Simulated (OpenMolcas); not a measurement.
# triplet BSiH3OF2 at 6 levels

Aim: a comparison of 6 runs (UHF/STO-3G, U-r2SCAN/cc-pVDZ, U-revPBE/cc-pVDZ, UB3LYP/cc-pVDZ, UPBE0/cc-pVDZ, ROMP2/cc-pVDZ) of triplet BSiH3OF2. 

The results are computed with OpenMolcas 26.06.

1 further run of the same task is left out (set aside as unsound or not needed).

## (1) The system as given

BSiH3OF2 has 8 atoms, charge 0, and is taken as a triplet. As SMILES of the parent species, `FB(F)O[SiH3]`. The shape is that of a PBE0-D4/def2-TZVP optimisation. That shape belongs to the parent species and isn't relaxed for this state.

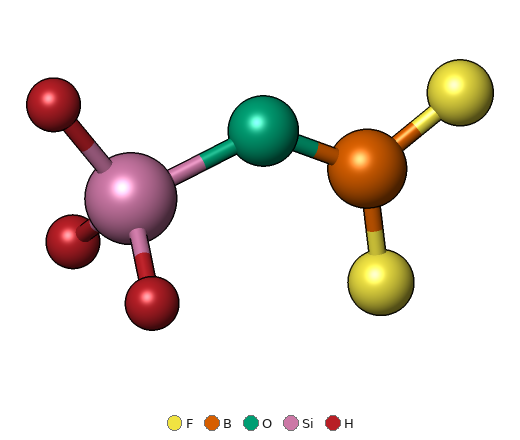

The structure, seen from a chosen angle (fluorine yellow, boron orange, oxygen teal, silicon pink, hydrogen red).

## (2) The energy at UHF/STO-3G (run 1)

calc.input

```
&GATEWAY
  BasLib=$CurrDir
  Coord
  8
  angstrom
  F        1.644600      -1.936200       1.091800
  B        0.585700      -1.261700       0.687700
  F       -0.607700      -1.793900       0.922400
  O        0.726600      -0.084400       0.064800
  Si      -0.345100       1.014900      -0.568200
  H       -1.234600       1.517600       0.506100
  H        0.469500       2.116500      -1.124900
  H       -1.146900       0.370000      -1.635500
  Basis=STO-3G
  Group=NoSym

&SEWARD

&SCF
  UHF
  Spin=3
  Thresholds=1e-10 1e-07 1e-07 1e-05
  PrOrbitals=0
```

The basis set STO-3G is read from a file made from the Basis Set Exchange's data (not shown).

The run is started by

```console
$ export MOLCAS_MEM=1860
$ pymolcas calc.input > calc.log
```

What it wrote:

```text
--- Start Module: gateway ---
[...]
--- Stop Module: gateway /rc=_RC_ALL_IS_WELL_ ---
--- Start Module: seward ---
[...]
      Basis functions           32
--- Stop Module: seward /rc=_RC_ALL_IS_WELL_ ---
--- Start Module: scf ---
[...]
       Convergence after  33 Iterations
[...]
::    Total SCF energy                               -581.5322538713
[...]
      Total spin, S                                     1.0033634744
[...]
      Total electronic charge=   48.000000
      Total            charge=   -0.000000
[...]
      Dipole Moment (debye):
      Origin of the operator (angstrom)=    0.2728   -0.5591    0.2990
                   X= -1.5116E+00               Y=  5.8782E+00               Z= -3.2045E+00           Total=  6.8634E+00
      Quadrupole Moment (debye*angstrom):
[...]
--- Stop Module: scf /rc=_RC_ALL_IS_WELL_ ---
[...]
```

It took 1.5 s on 1 thread of Intel Xeon 6975P-C (Granite Rapids), shared host; peak memory 0.37 GiB.

## (3) A single-point energy at U-r2SCAN/cc-pVDZ (run 2)

job.inp

```
* BF2H3OSi Kohn-Sham DFT
>>> EXPORT MOLCAS_PRINT=2
&GATEWAY
BasLib = $CurrDir
Coord
8
angstrom
F        1.644600      -1.936200       1.091800
B        0.585700      -1.261700       0.687700
F       -0.607700      -1.793900       0.922400
O        0.726600      -0.084400       0.064800
Si      -0.345100       1.014900      -0.568200
H       -1.234600       1.517600       0.506100
H        0.469500       2.116500      -1.124900
H       -1.146900       0.370000      -1.635500
Basis = cc-pVDZ
Group = NoSym
&SEWARD
GridInput
Grid=UltraFine
End of Grid
&SCF
UHF
Spin = 3
KSDFT = 2
1.0 MGGA_X_R2SCAN
1.0 MGGA_C_R2SCAN
Thresholds = 1e-10 1e-07 1e-07 1e-05
PrOrbitals = 1 2
```

The basis set cc-pVDZ is read from a file made from the Basis Set Exchange's data (not shown).

The run is started by

```console
$ export MOLCAS_MEM=1860
$ pymolcas job.inp > job.log
```

What it wrote:

```text
--- Start Module: gateway ---
[...]
--- Stop Module: gateway /rc=_RC_ALL_IS_WELL_ ---
--- Start Module: seward ---
[...]
      Basis functions           89
--- Stop Module: seward /rc=_RC_ALL_IS_WELL_ ---
[...]
--- Start Module: scf ---
[...]
       Convergence after  31 Iterations
[...]
::    Total KS-DFT energy                            -590.8261332209
[...]
      Total spin, S                                     1.0018190719
[...]
      Total electronic charge=   48.000000
      Total            charge=   -0.000000
[...]
      Dipole Moment (debye):
      Origin of the operator (angstrom)=    0.2728   -0.5591    0.2990
                   X=  5.2838E-01               Y=  4.8857E-01               Z= -2.3468E-01           Total=  7.5694E-01
      Quadrupole Moment (debye*angstrom):
[...]
--- Stop Module: scf /rc=_RC_ALL_IS_WELL_ ---
[...]
```

Run time: 84 s. Hardware: 1 thread of Intel Xeon 6975P-C (Granite Rapids), shared host; peak memory 0.49 GiB.

Run 3 isn't shown in full; the table further down has it.

## (4) The energy at UB3LYP/cc-pVDZ (run 4)

geom.xyz

```xyz
8

F      1.644600    -1.936200     1.091800
B      0.585700    -1.261700     0.687700
F     -0.607700    -1.793900     0.922400
O      0.726600    -0.084400     0.064800
Si    -0.345100     1.014900    -0.568200
H     -1.234600     1.517600     0.506100
H      0.469500     2.116500    -1.124900
H     -1.146900     0.370000    -1.635500
```

calc.input

```
* BF2H3OSi Kohn-Sham DFT
&GATEWAY
BasLib
$CurrDir
Coord
geom.xyz
Basis
cc-pVDZ
Group
NoSym
&SEWARD
GridInput
Grid=UltraFine
End of Grid
&SCF
UHF
Spin
3
KSDFT
B3LYP
Thresholds
1e-10 1e-07 1e-07 1e-05
PrOrbitals
1
```

The basis set cc-pVDZ is read from a file made from the Basis Set Exchange's data (not shown).

The run is started by

```console
$ export MOLCAS_MEM=1860
$ pymolcas calc.input > calc.log
```

What it wrote:

```text
--- Start Module: gateway ---
[...]
--- Stop Module: gateway /rc=_RC_ALL_IS_WELL_ ---
--- Start Module: seward ---
[...]
      Basis functions           89
--- Stop Module: seward /rc=_RC_ALL_IS_WELL_ ---
[...]
--- Start Module: scf ---
[...]
       Convergence after  33 Iterations
[...]
::    Total KS-DFT energy                            -591.0031063640
[...]
      Total spin, S                                     1.0024768545
[...]
      Total electronic charge=   48.000000
      Total            charge=   -0.000000
[...]
      Dipole Moment (debye):
      Origin of the operator (angstrom)=    0.2728   -0.5591    0.2990
                   X= -8.2850E-01               Y= -1.5615E-01               Z=  1.1293E-01           Total=  8.5061E-01
      Quadrupole Moment (debye*angstrom):
[...]
--- Stop Module: scf /rc=_RC_ALL_IS_WELL_ ---
[...]
```

Wall time 63 s (1 thread of Intel Xeon 6975P-C (Granite Rapids), shared host); peak memory 0.49 GiB.

Run 5 isn't shown in full; the table further down has it.

## (5) A single-point energy at ROMP2/cc-pVDZ (run 6)

input.xyz

```xyz
8

F      1.644600    -1.936200     1.091800
B      0.585700    -1.261700     0.687700
F     -0.607700    -1.793900     0.922400
O      0.726600    -0.084400     0.064800
Si    -0.345100     1.014900    -0.568200
H     -1.234600     1.517600     0.506100
H      0.469500     2.116500    -1.124900
H     -1.146900     0.370000    -1.635500
```

calc.input

```
* BF2H3OSi ROMP2
>>> EXPORT MOLCAS_PRINT=2
&gateway
baslib = $CurrDir
coord = input.xyz
basis = cc-pVDZ
group = NoSym
&seward
&scf
uhf
spin = 3
thresholds = 1e-10 1e-07 1e-07 1e-05
prorbitals = 0
&rasscf
fileorb = $Project.UnaOrb
spin = 3
nactel = 2 0 0
inactive = 23
ras2 = 2
outorbitals = Canonical
orblisting = Nothing
&caspt2
ipea = 0.0
frozen = 9
```

The basis set cc-pVDZ is read from a file made from the Basis Set Exchange's data (not shown).

The run is started by

```console
$ export MOLCAS_MEM=1860
$ pymolcas calc.input > calc.log
```

What it wrote:

```text
--- Start Module: gateway ---
[...]
--- Stop Module: gateway /rc=_RC_ALL_IS_WELL_ ---
[...]
      Basis functions           89
[...]
       Convergence after  42 Iterations
[...]
::    Total SCF energy                               -589.0161558772
[...]
      Total spin, S                                     1.0136503171
[...]
--- Start Module: rasscf ---
[...]
      Number of active orbitals                  2
[...]
      Spin quantum number                      1.0
[...]
      Active orbitals                            2
[...]
      Number of CSFs                             1
[...]
      Number of root(s) required                 1
[...]
      Convergence after 33 iterations
[...]
      printout of CI-coefficients larger than  0.05 for root  1
      energy=    -589.015653
      conf/sym  11     Coeff  Weight
             1  uu   1.00000 1.00000
      Natural orbitals and occupation numbers for root  1
      sym 1:   1.000000   1.000000
      ************************************************************************************************************************
      *                                                    Final results                                                     *
[...]
::    RASSCF root number  1 Total energy:   -589.01565323
[...]
      Total electronic charge=   48.000000
      Total            charge=   -0.000000
[...]
      Dipole Moment (debye):
      Origin of the operator (angstrom)=    0.2728   -0.5591    0.2990
                   X= -1.3652E+00               Y= -3.8742E-01               Z= -1.9394E+00           Total=  2.4032E+00
      Quadrupole Moment (debye*angstrom):
[...]
--- Stop Module: rasscf /rc=_RC_ALL_IS_WELL_ ---
[...]
--- Start Module: caspt2 ---
[...]
 ###    WARNING: User changed nr of frozen orbitals.                         ###
 ###############################################################################
[...]
      E2 (Variational):          -0.7403770850
      Total energy:            -589.7560303160
[...]
      Reference weight:           0.82907
[...]
::    CASPT2 Root  1     Total energy:   -589.75603032
[...]
--- Stop Module: caspt2 /rc=_RC_ALL_IS_WELL_ ---
[...]
```

Run time: 22 s. Hardware: 1 thread of Intel Xeon 6975P-C (Granite Rapids), shared host; peak memory 0.49 GiB.

## (6) All runs side by side

| run | level | integration grid | frozen core orbitals | energy (Eh) | dipole moment (D) | HOMO energy (eV) | ⟨S²⟩ | wall time |
| --- | --- | --- | --- | --- | --- | --- | --- | --- |
| 1 | UHF/STO-3G | – | – | -581.532254 | 6.86 | 0.10 | 2.010 | 1.5 s |
| 2 | U-r2SCAN/cc-pVDZ | UltraFine | – | -590.826133 | 0.76 | -1.53 | 2.005 | 84 s |
| 3 | U-revPBE/cc-pVDZ | UltraFine | – | -590.823115 | 2.22 | -1.32 | 2.002 | 64 s |
| 4 | UB3LYP/cc-pVDZ | UltraFine | – | -591.003106 | 0.85 | -1.88 | 2.007 | 63 s |
| 5 | UPBE0/cc-pVDZ | UltraFine | – | -590.552189 | 0.90 | -2.19 | 2.008 | 75 s |
| 6 | ROMP2/cc-pVDZ | – | 9 | -589.756030 | – | – | – | 22 s |

## (7) What came out

```
           quantity          value
run 6: total energy  -589.75603 Eh
```

**Reading.** Over runs 1, 2, 3, 4, 5 the dipole moment (its size) runs from 0.76 D (U-r2SCAN/cc-pVDZ) to 6.86 D (UHF/STO-3G). The two ends differ in method and basis. So wide a spread suggests that the runs ended on unlike SCF solutions, not only an effect of the method. Totals of different functionals can't be ranked against each other. In run 1 the basis is minimal, so the values are rough. All runs together took 5.2 min, the longest 84 s.
